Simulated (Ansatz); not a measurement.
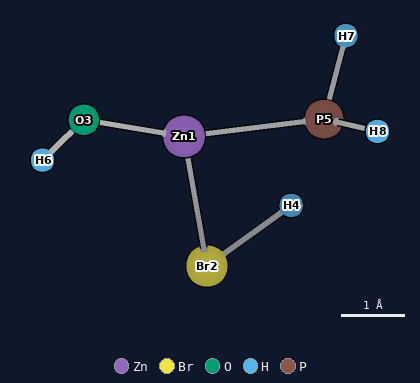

*The structure (ball-and-stick view, seen at a tilt; atoms are numbered from 1 in the order of the input). Sticks mark near contacts.*

Bond lengths as drawn: Br–H 1.67 Å, Br–Zn 2.78 Å, H–O 0.97 Å, H–P 1.42 Å, O–Zn 1.79 Å and P–Zn 2.33 Å.

**Phonon calculation of ZnPH4BrO**

The run: phonon calculation of ZnPH4BrO. Method and program: RKS B3LYP-D4/def2-SVP (Ansatz 0.2.0).

It belongs to a series of runs on one base structure; here: vibrations at the highest image of the band. Figures and captions count atoms from 1; the log counts them from 0 in places.

**What the program printed**
```
Engine: ansatz 0.2.0, x86_64-unknown-linux-gnu
Functional definition: B3LYP
  parameter a0 = 0.2
  parameter ax = 0.72
  parameter ac = 0.81
  exchange = (1 - a0 - ax)*slater_x + ax*b88_x + a0*exact_x
  correlation = (1 - ac)*vwn_rpa_c + ac*lyp_c
1181 factors; integrals over basis functions are off by at most 2.8e-4 eV
mean field evaluation 1: about -129842.9348 eV, gradient 6.4e1 eV
mean field evaluation 2: about -129769.7876 eV, gradient 1.8e2 eV
mean field evaluation 4: about -129849.7264 eV, gradient 1.6e1 eV
mean field evaluation 8: about -129850.1531 eV, gradient 2.2e-1 eV
mean field evaluation 16: about -129850.1533 eV, gradient 4.8e-5 eV
mean field -129850.15334634 eV, -4771.9051198829 hartree, gradient 4.8e-5 eV, S^2 0.000000; 0 other end points of the search recorded, 0 dependent functions left out
the calculation of the forces begins
reference -129850.15361527 eV, -4771.9051297660 hartree; 46, 46 occupied and 69, 69 virtual orbitals, 1181 factors
these checks for a lower state are left out or cut short: stability, starts, cluster_reference, orbital_swaps, neighbouring_geometries, increment
1181 factors; integrals over basis functions are off by at most 2.8e-4 eV
mean field -129850.15327015 eV, -4771.9051170829 hartree, gradient 2.7e-6 eV, S^2 0.000000; 0 other end points of the search recorded, 0 dependent functions left out
[... from here on the field's lines of each further geometry are left out, up to the last ...]
the calculation of the forces begins
reference -129850.15358911 eV, -4771.9051288046 hartree; 46, 46 occupied and 69, 69 virtual orbitals, 1181 factors
these checks for a lower state are left out or cut short: stability, starts, cluster_reference, orbital_swaps, neighbouring_geometries, increment
1181 factors; integrals over basis functions are off by at most 2.8e-4 eV
mean field -129850.15324658 eV, -4771.9051162166 hartree, gradient 2.8e-6 eV, S^2 0.000000; 0 other end points of the search recorded, 0 dependent functions left out
the calculation of the forces begins
reference -129850.15351551 eV, -4771.9051260999 hartree; 46, 46 occupied and 69, 69 virtual orbitals, 1181 factors
WARN: phonons: modes at or below zero, which the zero-point energy, F, S and C_V leave out: 2, the lowest at -616.99 cm⁻¹. A minimum has none, and a first-order saddle one
Total energy: -129850.46594245 eV, -4771.9166075782 hartree
Atom 0 at    -0.745861    -0.376118    -0.288336 Å, force     0.004547     0.027308    -0.002908 eV/Å
Atom 1 at     1.775963    -0.968045    -1.297710 Å, force     0.006853    -0.011303    -0.009834 eV/Å
Atom 2 at    -2.198853    -1.175428    -0.961142 Å, force    -0.007895    -0.013978     0.000861 eV/Å
Atom 3 at     1.780151     0.232529    -0.138887 Å, force    -0.009010     0.005050     0.015026 eV/Å
Atom 4 at     0.626514     1.030774     0.969089 Å, force     0.002371    -0.008439    -0.015166 eV/Å
Atom 5 at    -1.984596    -1.803047    -1.664170 Å, force     0.004117     0.002577     0.003705 eV/Å
Atom 6 at     0.174474     2.375250     1.037310 Å, force    -0.003801     0.003582     0.001810 eV/Å
Atom 7 at     0.572309     0.683984     2.343746 Å, force     0.002818    -0.004797     0.006505 eV/Å
Dipole moment:     0.122411     0.333353     0.356878 e Å
Vibrations: -616.99 -52.05 97.99 103.17 139.10 249.00 252.21 318.20 527.03 672.97 744.09 797.64 829.15 1023.68 1119.46 2421.15 2452.09 3832.65 cm⁻¹, zero-point energy 0.965811 eV
```

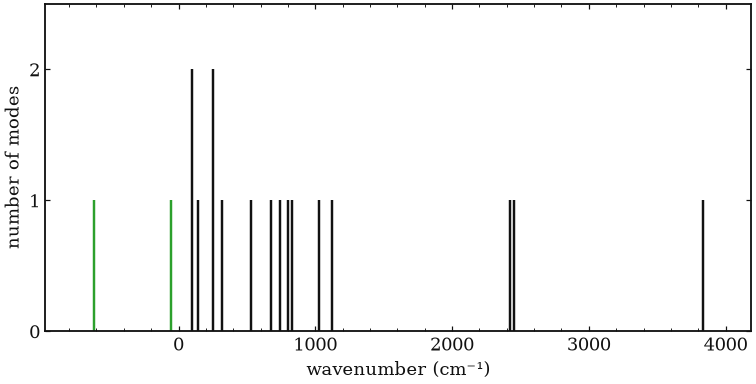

*Harmonic vibrational wavenumbers from the force constants; neighbouring modes closer than 20 cm⁻¹ are counted in one stick, and imaginary ones are drawn at negative wavenumbers.*

18 modes from 617i to 3833 cm⁻¹, 2 imaginary beyond 8i (617i, 52i cm⁻¹): not a minimum.

This output came from the following input.

**The input**
```yaml
crystal:
  periodic: [false, false, false]
  atoms:
    - { symbol: Zn, position_ang: [-0.745861, -0.376118, -0.288336] }
    - { symbol: Br, position_ang: [1.775963, -0.968045, -1.29771] }
    - { symbol: O, position_ang: [-2.198853, -1.175428, -0.961142] }
    - { symbol: H, position_ang: [1.780151, 0.232529, -0.138887] }
    - { symbol: P, position_ang: [0.626514, 1.030774, 0.969089] }
    - { symbol: H, position_ang: [-1.984596, -1.803047, -1.66417] }
    - { symbol: H, position_ang: [0.174474, 2.37525, 1.03731] }
    - { symbol: H, position_ang: [0.572309, 0.683984, 2.343746] }
basis:
  gaussian: { orbitals: def2-SVP }
hamiltonian:
  xc: b3lyp
  dispersion: d4
phonons: {}
```

Command:
```bash
ansatz run input.yaml --threads 2 --pin off --max-ram 3072MiB --backend cpu --events-out ev --progress --plain --runs-dir out
```

**Summary**

| quantity | value |
| --- | --- |
| outcome | converged |
| total energy | −129850.4659 eV |
| mean-field energy | −129850.1536 eV |
| largest force (length of the vector) | 0.028 eV/Å |
| hardware | 2 threads of Intel Xeon (Granite Rapids), 16 GiB of memory available, shared host |
| wall time | 72 s (CPU time 2.3 min) |
| peak memory | 0.32 GiB |
